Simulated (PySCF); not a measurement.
# One shape, several levels: SnSe (SMILES [Se][Sn])

Aim: a comparison of 6 runs (PBE/STO-3G, PBE0/STO-3G, r2SCAN/STO-3G, wB97X-V/STO-3G, CCSDT/STO-3G, FCI/STO-3G) of SnSe. 

Program for the calculation: PySCF 2.14.0.

2 further runs of the same task are left out: 2 set aside as unsound or not needed.

**1. The structure to begin with**

SnSe has 2 atoms, charge 0, and is taken as a singlet. SMILES: `[Se][Sn]`. The shape comes from GFN2-xTB, which is rough for such elements, and wasn't checked as a minimum.

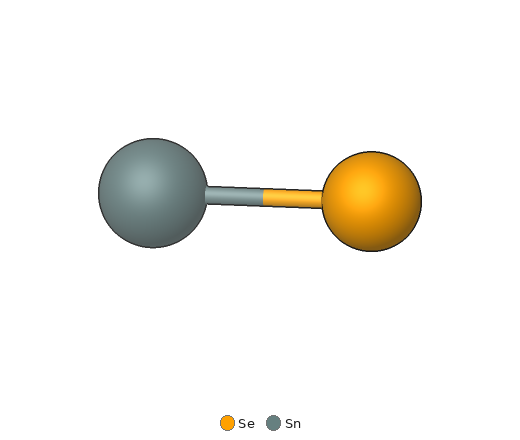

Viewed from a chosen angle; selenium orange, tin teal.

**2. The energy at PBE/STO-3G (run 1)**

The input, run.py:

```python
from pyscf import gto, dft

molecule = gto.M(
    atom='Se 0.000000 0.000000 0.000000; Sn 0.000000 0.000000 2.338340',
    verbose=3,
    max_memory=1860,
    basis='sto-3g',
)

calc0 = dft.RKS(molecule, xc='pbe')
calc0.conv_tol = 1e-10
calc0.grids.level = 5
calc0.kernel()
if not calc0.converged:
    calc0 = calc0.newton().run(calc0.mo_coeff, calc0.mo_occ)

e_final = calc0.e_tot
print(f'total energy: {e_final:.8f} hartree')
```

Command:

```bash
$ OMP_NUM_THREADS=1 python run.py
```

Output:

```text
converged SCF energy = -8339.19375693309
total energy: -8339.19375693 hartree
```

Wall time 2.4 s (1 thread of Arm Neoverse V1, shared host); peak memory 0.24 GiB.

**3. A single-point energy at PBE0/STO-3G (run 2)**

The input, job.py:

```python
from pyscf import gto, dft

molecule = gto.M(
    atom=[
    ('Se', (0.000000, 0.000000, 0.000000)),
    ('Sn', (0.000000, 0.000000, 2.338340)),
],
    charge=0,
    max_memory=1860,
    basis='sto-3g',
    verbose=3,
)

mf = dft.RKS(molecule)
mf.xc = 'pbe0'
mf.conv_tol = 1e-10
mf.grids.level = 5
mf.kernel()
if not mf.converged:
    mf = mf.newton().run(mf.mo_coeff, mf.mo_occ)

etot = mf.e_tot
print('E = %.10f Eh' % etot)
```

Command:

```bash
$ OMP_NUM_THREADS=1 python job.py
```

Output:

```text
converged SCF energy = -8339.7295049683
E = -8339.7295049683 Eh
```

Wall time 2.1 s (1 thread of Arm Neoverse V1, shared host); peak memory 0.24 GiB.

Runs 3 to 5 aren't shown in full; the table further down has their settings and results.

**4. A single-point energy at FCI/STO-3G (run 6)**

The input, calc.py:

```python
from pyscf import gto, scf, mcscf
from pyscf import fci

mol = gto.M(
    atom='''
Se     0.000000     0.000000     0.000000
Sn     0.000000     0.000000     4.418822
''',
    basis='sto-3g',
    verbose=4,
    unit='bohr',
    max_memory=1860,
    spin=0,
)

mf = scf.RHF(mol)
mf.conv_tol = 1e-10
mf.kernel()
if not mf.converged:
    mf = mf.newton().run(mf.mo_coeff, mf.mo_occ)

cas = mcscf.CASCI(mf, mf.mo_coeff.shape[-1] - 27, (mol.nelec[0] - 27, mol.nelec[1] - 27))  # full CI above the frozen core
cas.fcisolver = fci.direct_spin0.FCI(mol)  # even spin states alone
cas.kernel()
print('<S^2> = %.4f' % cas.fcisolver.spin_square(cas.ci, cas.ncas, cas.nelecas)[0])
e_final = cas.e_tot
print('Final energy', e_final)
```

Command:

```bash
$ OMP_NUM_THREADS=1 python calc.py
```

Output:

```text
PySCF version 2.14.0

[... 54 lines left out ...]
converged SCF energy = -8336.86909738869
[... 1 line left out ...]
******** <class 'pyscf.mcscf.casci.CASCI'> ********
CAS (15e+15e, 18o), ncore = 27, nvir = 0
natorb = False
canonicalization = True
sorting_mo_energy = False
******** <class 'pyscf.fci.direct_spin0.FCISolver'> ********
max. cycles = 100
conv_tol = 1e-10
davidson only = False
linear dependence = 1e-14
level shift = 0.001
max iter space = 12
nroots = 1
pspace_size = 400
spin = None
Density matrix diagonal elements [1.99996408 1.99999297 1.99999297 1.99999832 1.99999832 1.99917382
 1.99991996 1.99991996 1.99992603 1.99992603 1.99571802 1.96721231
 1.95148627 1.91347138 1.91347138 0.10989785 0.10989785 0.04003252]
CASCI converged
CASCI E = -8336.95232945313  E(CI) = -247.892281197452  S^2 = 0.0000000
<S^2> = 0.0000
Final energy -8336.952329453126
```

It took 37 s on 1 thread of Arm Neoverse V1, shared host; peak memory 0.27 GiB.

**5. Overview of the runs**

```tsv
run	level	nlc grid	integration grid	energy (Eh)	dipole moment (D) of the reference	HOMO energy (eV)	LUMO energy (eV)	wall time
1	PBE/STO-3G	–	5	-8339.193757	2.00	-2.97	0.28	2.4 s
2	PBE0/STO-3G	–	5	-8339.729505	2.41	-3.98	0.98	2.1 s
3	r2SCAN/STO-3G	–	5	-8340.490484	2.26	-3.19	0.32	4.8 s
4	wB97X-V/STO-3G	1	5	-8339.754073	2.81	-6.05	3.02	13 s
5	CCSDT/STO-3G	–	–	-8336.952818	3.64	-5.77	4.29	2.8 s
6	FCI/STO-3G	–	–	-8336.952329	3.64	-5.77	4.29	37 s
```

**6. Results**

| quantity | value |
| --- | --- |
| run 6: total energy | -8336.95233 Eh |
| run 6: dipole moment (Hartree–Fock density) | 3.64 D |
| run 6: HOMO energy (Hartree–Fock orbitals) | -5.77 eV |
| run 6: LUMO energy (Hartree–Fock orbitals) | 4.29 eV |
| run 6: HOMO–LUMO gap (Hartree–Fock orbitals) | 10.05 eV |
| run 6: correlation energy (27 core orbitals frozen) | -83.2 mEh |

**Reading.** Against full CI in this basis: CCSDT -0.5 mEh. Over runs 1, 2, 3, 4 the dipole moment (its size) runs from 2.00 D (PBE/STO-3G) to 2.81 D (wB97X-V/STO-3G). Over runs 1, 2, 3, 4 the HOMO–LUMO gap runs from 3.24 eV (PBE/STO-3G) to 9.06 eV (wB97X-V/STO-3G). Totals of different functionals can't be ranked against each other. In runs 1, 2, 3, 4, 5, 6 the basis is minimal, so the values are rough. In runs 1, 2, 3, 4, 5, 6 relativity is left out where basis or elements ask for it. All runs together took 61 s, the longest 37 s.
